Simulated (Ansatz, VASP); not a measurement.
**Cross-check of MnO2 between VASP and Ansatz**

Aim: how closely do two programs agree when they are given the same cell, functional and k mesh?

Program: Ansatz 0.2.0. Level of theory: plane waves, with VASP 6.6.1 beside it; single point at PBE. Results are calculated unless marked as measured.

In doubt: warnings of the run leave room for a lower electronic state, so energies may not be the lowest and differences between runs may mislead.

## (1) The structure

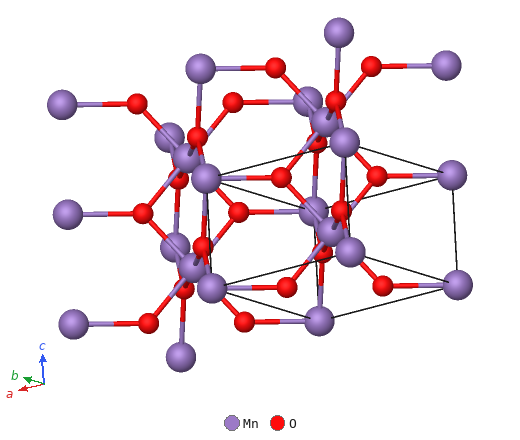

Start, viewed from a free direction; manganese light purple, oxygen red. 2×1×2 cells are drawn. Some periodic images of atoms are drawn too.

## (2) Ansatz: single point, PBE

Ansatz runs on its default PAW (the set named soft_2) files.

A single point gives forces, pressure and levels at one fixed geometry, so differences don't come from the geometry; what else differs is listed under the comparison.

Contents of input.yaml:

```yaml
crystal:
  lattice:
    - [4.4004184607, 0.0, 0.0]
    - [0.0, 4.4004184607, 0.0]
    - [0.0, 0.0, 2.86707794]
  atoms:
    - { symbol: Mn, position: [0.5, 0.5, 0.5], spin: 4.0 }
    - { symbol: Mn, position: [0.0, 0.0, 0.0], spin: 4.0 }
    - { symbol: O, position: [0.80491615, 0.19508385, 0.5] }
    - { symbol: O, position: [0.69508385, 0.69508385, 0.0] }
    - { symbol: O, position: [0.19508385, 0.80491615, 0.5] }
    - { symbol: O, position: [0.30491615, 0.30491615, 0.0] }
hamiltonian:
  xc: pbe
  pseudopotentials: { kind: paw }
magnetization:
  spin_polarized: true
kpoints:
  mp_grid: { grid: [6, 6, 9] }
scf:
  occupations: { method: fermi_dirac, width: 0.05 }
  n_extra_bands: 11
output:
  forces: true
  stress: true
  eigenvalues: true
```

On the command line:

```sh
> ansatz run input.yaml --threads 4 --pin off --max-ram 9216MiB --backend cpu --events-out ev --progress --plain --runs-dir out
```

Numbers of over 12 decimals in the logs are rounded to 6 here.

Log:

```text
scf.n_extra_bands = 11 over 27 filled bands (N_el = 54.0): the run solves 38 bands
Engine: ansatz 0.2.0, x86_64-unknown-linux-gnu
Pseudopotentials: kind: paw
Pseudopotential: Mn, paw, valence charge 15, recommended cutoff 420 eV (normal), Mn.paw.azcp
Pseudopotential: O, paw, valence charge 6, recommended cutoff 420 eV (normal), O.paw.azcp
Functional definition: PBE
  parameter kappa = 0.804
  parameter beta = 0.066725
  exchange = pbe_x(kappa = kappa, mu = beta*pi^2/3)
  correlation = pbe_c(beta = beta)
Crystal: 6 atoms, lattice volume = 55.517 Å³
Basis set: ecut = 420 eV, 1073 PW (Γ), exchange–correlation on 60×60×40 points (8 copies of the dense FFT grid, shifted against one another)
Bands: 38, of which v1, the nominal top of the filled ones, is band 27 counted from 1 (26 counted from 0)
Symmetry: 16 space group operations
Space group: P42/mnm (ITA 136), of the structure as read, at distance tolerance 3.8e-5 Å
Magnetic group: BNS 136.495 (UNI 1155), of the structure as read, at distance tolerance 3.8e-5 Å
k-points: 50 of 324
Non-local potential: Mn, projectors of the file, l = 0: 3, l = 1: 2, l = 2: 3, l = 3: 1
Non-local potential: O, projectors of the file, l = 0: 2, l = 1: 2, l = 2: 1
PAW form: soft (Blöchl's): semilocal exchange-correlation on the pseudo side does not see the compensation charge
PAW one-centre angular grid: Mn, 590 points (default); XC on 64 Gauss nodes
PAW one-centre angular grid: O, 110 points (default); XC on 64 Gauss nodes
Initial density: superposition of atomic densities (chi_scale 0.1, normalization cell, long waves kept (reshape's long-wave potential 0.00 eV rms))
Starting moments: Σ|m| = 8 μB on 2 of 6 sites
Initial wavefunctions: pseudopotential atomic-orbital guess
Functional: x = pbe(κ = 0.804, μ = 0.219515), c = pbe(β = 0.066725)
SCF iter   1: F=—  HF=-10067.249864 eV  |F-HF|=—  |Δ(HF+E_count)|=         —  Δρ=7.36e-2 (↑5.49e-2 ↓7.36e-2)  dr2=2.19e0  dr2_m=1.40e0  M=5.998 μB ∫|m|=6.331 μB  β_m=0.30  ethr=3.10e-3  ⟨swp⟩=5.5  Hψ=13149  notcnv=0
Mixer restart at iter 1: flushing history
preconditioner: auto → Kerker (q_TF=auto, 2.716 Å⁻¹)  [metal: Δε(μ)=0.014 eV  Ē_g=12.702 eV  σ=0.050 eV  W_gap=0.07  n_scr=18 (ndim 8)  ℏωp=30.7 eV  f_vac=0.000  D(μ)=2.01/eV (n_scr^D=10)]
spin=Collinear: Kerker preconditioning applied to the charge; magnetization (m = ρ↑ − ρ↓) channel mixes plain (no charge-response kernel on spin).
SCF iter   2: F=—  HF=-10067.249630 eV  |F-HF|=—  |Δ(HF+E_count)|=   2.34e-4  Δρ=5.24e-2 (↑4.42e-2 ↓5.24e-2)  dr2=1.03e0  dr2_m=8.59e-1  M=5.997 μB ∫|m|=6.281 μB  β_m=0.65  ethr=3.10e-3  ⟨swp⟩=2.0  Hψ=5354  notcnv=0  defer=323
SCF iter   3: F=—  HF=-10067.431442 eV  |F-HF|=—  |Δ(HF+E_count)|=   1.82e-1  Δρ=1.89e-2 (↑7.04e-3 ↓1.89e-2)  dr2=4.06e-1  dr2_m=2.45e-2  M=5.979 μB ∫|m|=6.152 μB  β_m=0.62  ethr=1.92e-3  ⟨swp⟩=2.2  Hψ=6745  notcnv=0  defer=323
SCF iter   4: F=—  HF=-10067.394834 eV  |F-HF|=—  |Δ(HF+E_count)|=   3.66e-2  Δρ=6.94e-3 (↑6.94e-3 ↓4.15e-3)  dr2=4.28e-2  dr2_m=4.26e-3  M=5.987 μB ∫|m|=6.127 μB  β_m=0.79  ethr=7.53e-4  ⟨swp⟩=2.7  Hψ=6240  notcnv=0  defer=336
SCF iter   5: F=—  HF=-10067.405652 eV  |F-HF|=—  |Δ(HF+E_count)|=         —  Δρ=2.38e-3 (↑2.38e-3 ↓2.19e-3)  dr2=9.50e-3  dr2_m=1.20e-4  M=5.991 μB ∫|m|=6.120 μB  β_m=0.79  ethr=7.93e-5  ⟨swp⟩=2.9  Hψ=6991  notcnv=0  defer=336
Mixer restart at iter 5: flushing history
SCF iter   6: F=—  HF=-10067.408922 eV  |F-HF|=—  |Δ(HF+E_count)|=   3.27e-3  Δρ=1.14e-3 (↑1.14e-3 ↓9.55e-4)  dr2=2.80e-3  dr2_m=9.42e-5  M=5.992 μB ∫|m|=6.122 μB  β_m=0.87  ethr=1.76e-5  ⟨swp⟩=2.6  Hψ=7068  notcnv=0  defer=336
SCF iter   7: F=—  HF=-10067.409699 eV  |F-HF|=—  |Δ(HF+E_count)|=   7.77e-4  Δρ=7.62e-4 (↑7.62e-4 ↓7.27e-4)  dr2=1.20e-3  dr2_m=5.85e-6  M=5.992 μB ∫|m|=6.120 μB  β_m=0.94  ethr=5.19e-6  ⟨swp⟩=2.6  Hψ=6461  notcnv=0  defer=336
SCF iter   8: F=—  HF=-10067.410118 eV  |F-HF|=—  |Δ(HF+E_count)|=   4.19e-4  Δρ=2.13e-4 (↑2.03e-4 ↓2.13e-4)  dr2=1.08e-4  dr2_m=4.23e-7  M=5.992 μB ∫|m|=6.121 μB  β_m=0.97  ethr=2.22e-6  ⟨swp⟩=2.4  Hψ=6900  notcnv=0  defer=336
SCF iter   9: F=—  HF=-10067.410133 eV  |F-HF|=—  |Δ(HF+E_count)|=   1.50e-5  Δρ=4.87e-5 (↑4.43e-5 ↓4.87e-5)  dr2=4.63e-6  dr2_m=2.39e-8  M=5.992 μB ∫|m|=6.121 μB  β_m=0.97  ethr=2.00e-7  ⟨swp⟩=2.1  Hψ=5231  notcnv=0  defer=336
SCF iter  10: F=—  HF=-10067.410231 eV  |F-HF|=—  |Δ(HF+E_count)|=   9.79e-5  Δρ=5.01e-5 (↑4.21e-5 ↓5.01e-5)  dr2=3.68e-6  dr2_m=4.02e-8  M=5.992 μB ∫|m|=6.121 μB  β_m=0.98  ethr=8.57e-9  ⟨swp⟩=2.0  Hψ=5702  notcnv=0  defer=336
SCF iter  11: F=—  HF=-10067.410231 eV  |F-HF|=—  |Δ(HF+E_count)|=   2.59e-7  Δρ=1.30e-5 (↑7.63e-6 ↓1.30e-5)  dr2=2.13e-7  dr2_m=8.56e-9  M=5.992 μB ∫|m|=6.121 μB  β_m=0.99  ethr=6.82e-9  ⟨swp⟩=2.4  Hψ=6106  notcnv=0  defer=336
SCF iter  12: F=—  HF=-10067.410231 eV  |F-HF|=—  |Δ(HF+E_count)|=   1.16e-7  Δρ=4.45e-6 (↑2.61e-6 ↓4.45e-6)  dr2=2.08e-8  dr2_m=5.22e-10  M=5.992 μB ∫|m|=6.121 μB  β_m=1.00  ethr=3.95e-10  ⟨swp⟩=2.0  Hψ=5437  notcnv=0  defer=336
SCF iter  13: F=-10067.410231 eV  HF=-10067.410231 eV  |F-HF|=1.53e-9  |Δ(HF+E_count)|=   8.76e-9  Δρ=1.27e-6 (↑6.95e-7 ↓1.27e-6)  dr2=1.92e-9  dr2_m=6.55e-11  M=5.992 μB ∫|m|=6.121 μB  ethr=3.86e-11  ⟨swp⟩=7.6  Hψ=14177  notcnv=0
SCF 1 converged in 13 iterations: F = -10067.410231 eV  dr2 = 1.92e-9
  greatest PAW one-centre occupation: 1.000 electrons in one spin orbital (limit 2), on the Mn atom at site 1 (counted from 0), in its partial waves of l = 0
WARN: an SCF from antiferromagnetic starting moments (-4.00, 4.00, 0.00, 0.00, 0.00, 0.00 Bohr magnetons, atom by atom) was not made, by what the run has read of turns of its moments that order reads lower: the deck asks for what bars it, or types moments that do (magnetization.spin_polarized, in the input reference, names some of the keys), or the run goes by scf.lower_state_search: light, the default, which as a rule tries one only behind a close that has lost an order of both signs, or on which an open d or half-filled 4f shell of a PAW file has lost a moment that was set nearer to Hund's than to what is left; [rest of the remark cut]
SCF converged after 13 iterations
Magnetization: 5.9920 μB (29.9960 up, 24.0040 down)
Absolute magnetization: 6.1375 μB (∫|ρ↑−ρ↓|, with the PAW one-centre terms)
Spin contamination: 0.0520 ħ² per cell (⟨S²⟩ above its minimum at these occupations)
Per-site moments (μB) at R_I (Å): [(2.370305, 0.774897), (2.370305, 0.774897), (0.104975, 0.774897), (0.104975, 0.774897), (0.104975, 0.774897), (0.104975, 0.774897)]
Free energy (F): -10067.410231 eV
Harris-Foulkes:  -10067.410231 eV  (|F-HF|=1.53e-9)
Internal energy: -10067.407038 eV  (E = F + TS)
E sigma→0 (E₀):  -10067.408635 eV
Entropy (-TS):   -0.003193 eV (-0.532 meV/atom)
Fermi energy:    11.031298 eV
--- Per-component energies (eV) ---
  E_band       = -581.748895
  E_kinetic    = 1300.554130
  E_local      = -5461.595864  (includes V_loc(G=0)·N_el)
  E_nonlocal   = 666.013991
  E_hartree    = 2149.146445
  E_xc         = -521.344366
  E_vxc        = -666.269253  (∫ρ·V_xc dr)
  E_paw        = -3221.318002  (= ΣΔE_a)
  E_vpaw       = -718.752380  (= ΣTr[D̂ρ^β])
  E_aug_tail   = 0.009828  (compensation charges beyond the density's cutoff)
  E_ewald      = -4978.873199
  E_smearing   = -0.003193  (= −TS)
  E_closure    = 0.000000  (closes the sum)
  Σ components = -10067.410231   (vs F -10067.410231, Δ=0.00e0)
--- Forces (eV/Å), atoms counted from 1 ---
  atom   1  Mn     0.00000000     0.00000000     0.00000000
  atom   2  Mn     0.00000000    -0.00000000     0.00000000
  atom   3  O     -0.00058071     0.00058071     0.00000000
  atom   4  O      0.00058071     0.00058071     0.00000000
  atom   5  O      0.00058071    -0.00058071     0.00000000
  atom   6  O     -0.00058071    -0.00058071     0.00000000
  max |Σ_I F_I| component: 2.39e-18 eV/Å
--- Stress (GPa, compression-positive) ---
        6.366103       0.000000       0.000000
        0.000000       6.366103       0.000000
        0.000000       0.000000       5.323526
  P = ⅓ Tr σ = 6.0186 GPa (60.186 kbar)
--- Band table (eV; the first three rows and the last of 100) ---
  k-point 0 ↑: bands = [... 23 lower, 8.3991, 8.5649, 9.2273, 9.6853, 9.6853, 10.2463, 10.8260, 10.8462, ... 7 higher]
  k-point 1 ↑: bands = [... 23 lower, 8.2839, 8.6684, 9.2663, 9.9236, 9.9236, 10.0847, 10.7679, 11.0944, ... 7 higher]
  k-point 2 ↑: bands = [... 23 lower, 8.2736, 8.6995, 9.2888, 9.7133, 10.3063, 10.3063, 10.5983, 11.5478, ... 7 higher]
  k-point 49 ↓: bands = [... 23 lower, 9.4245, 12.1270, 12.1270, 12.1355, 12.1355, 12.5349, 12.5349, 14.1161, ... 7 higher]
```

The job ended after 5 s (4 threads of Intel Xeon Platinum 8375C at 2.90GHz (Ice Lake), shared host; peak memory 0.54 GiB).

The run ends at a pressure of 6.02 GPa, with forces up to 8.2e-4 eV/Å.

## (3) VASP: single point, PBE

The same cell, functional, mesh and smearing now go to VASP, with its own data sets and cutoff.

Lines of VASP's logs that name or quote its potential files are left out, and so is its time.

Contents of INCAR:

```
SYSTEM = MnO2
PREC = Accurate
ENCUT = 520
EDIFF = 1E-06
NELM = 100
ISMEAR = -1
SIGMA = 0.05
LREAL = .FALSE.
ALGO = Normal
GGA = PE
NBANDS = 34
ISPIN = 2
MAGMOM = 4 4 0 0 0 0
LMAXMIX = 4
LORBIT = 11
LWAVE = .FALSE.
LCHARG = .FALSE.
KPAR = 2
ISIF = 2
```

Contents of POSCAR:

```
MnO2
1.0
    4.4004184607      0.0000000000      0.0000000000
    0.0000000000      4.4004184607      0.0000000000
    0.0000000000      0.0000000000      2.8670779400
Mn O
2 4
Direct
    0.5000000000      0.5000000000      0.5000000000
    0.0000000000      0.0000000000      0.0000000000
    0.8049161500      0.1950838500      0.5000000000
    0.6950838500      0.6950838500      0.0000000000
    0.1950838500      0.8049161500      0.5000000000
    0.3049161500      0.3049161500      0.0000000000
```

Contents of KPOINTS:

```
Automatic mesh
0
Gamma
6 6 9
0 0 0
```

PAW data sets: Mn_pv and O (PBE family, release 64).

On the command line:

```sh
> mpirun -np 2 vasp_std
```

Log:

```text
[banner, memory and clock lines left out]
running    2 mpi-ranks, on    1 nodes
 distrk:  each k-point on    1 cores,    2 groups
 distr:  one band on    1 cores,    1 groups

 POSCAR found type information on POSCAR MnO
 POSCAR found :  2 types and       6 ions
 LDA part: xc-table for (Slater+PW92), standard interpolation
 POSCAR, INCAR and KPOINTS ok, starting setup
 FFT: planning ... GRIDC
 FFT: planning ... GRID_SOFT
 FFT: planning ... GRID
 WAVECAR not read
 entering main loop
       N       E                     dE             d eps       ncg     rms          rms(c)
DAV:   1     0.637165467313E+03    0.63717E+03   -0.28279E+04  6976   0.179E+03
DAV:   2    -0.350445321554E+01   -0.64067E+03   -0.58418E+03  7526   0.515E+02
DAV:   3    -0.627008978127E+02   -0.59196E+02   -0.58271E+02  7194   0.169E+02
DAV:   4    -0.638599191532E+02   -0.11590E+01   -0.11555E+01  7266   0.246E+01
DAV:   5    -0.638743947023E+02   -0.14476E-01   -0.14466E-01  7244   0.290E+00    0.454E+01
DAV:   6    -0.590116593069E+02    0.48627E+01   -0.11017E+02  7876   0.104E+02    0.547E+01
DAV:   7    -0.501311485716E+02    0.88805E+01   -0.66261E+01  7092   0.109E+02    0.219E+01
DAV:   8    -0.483649861318E+02    0.17662E+01   -0.71574E+00  7078   0.231E+01    0.106E+01
DAV:   9    -0.475372552603E+02    0.82773E+00   -0.16651E+00  8754   0.156E+01    0.357E+00
DAV:  10    -0.475498868368E+02   -0.12632E-01   -0.33277E-01  7134   0.395E+00    0.212E+00
DAV:  11    -0.475427137858E+02    0.71731E-02   -0.48326E-02  7138   0.226E+00    0.106E+00
DAV:  12    -0.475403595942E+02    0.23542E-02   -0.99108E-03  7214   0.119E+00    0.427E-01
DAV:  13    -0.475397146805E+02    0.64491E-03   -0.11396E-03  8250   0.375E-01    0.186E-01
DAV:  14    -0.475395149149E+02    0.19977E-03   -0.54754E-04  7116   0.267E-01    0.579E-02
DAV:  15    -0.475395168836E+02   -0.19687E-05   -0.13162E-04  7430   0.128E-01    0.296E-02
DAV:  16    -0.475395162905E+02    0.59311E-06   -0.23804E-05  6990   0.456E-02    0.223E-02
DAV:  17    -0.475395152506E+02    0.10399E-05   -0.26341E-06  4558   0.213E-02    0.750E-03
DAV:  18    -0.475395149662E+02    0.28434E-06   -0.18099E-06  4076   0.140E-02
   1 F= -.47539515E+02 E0= -.47535907E+02  d E =-.721642E-02  mag=     5.9891
```

(Continued in part 2 of 2.)

[Lines on the potential files, build, host, timing and source positions are cut from VASP's logs without a mark.]

[Logs are printed without paths, hosts, clocks, repeated set-up lines and the standing remarks that a program may print on its own settings, such as how far it seeks lower states.]

[Hosts, paths, dates, database ids (printed as entryN), source tags and the programs' standing remarks are cut or masked in the printed files.]
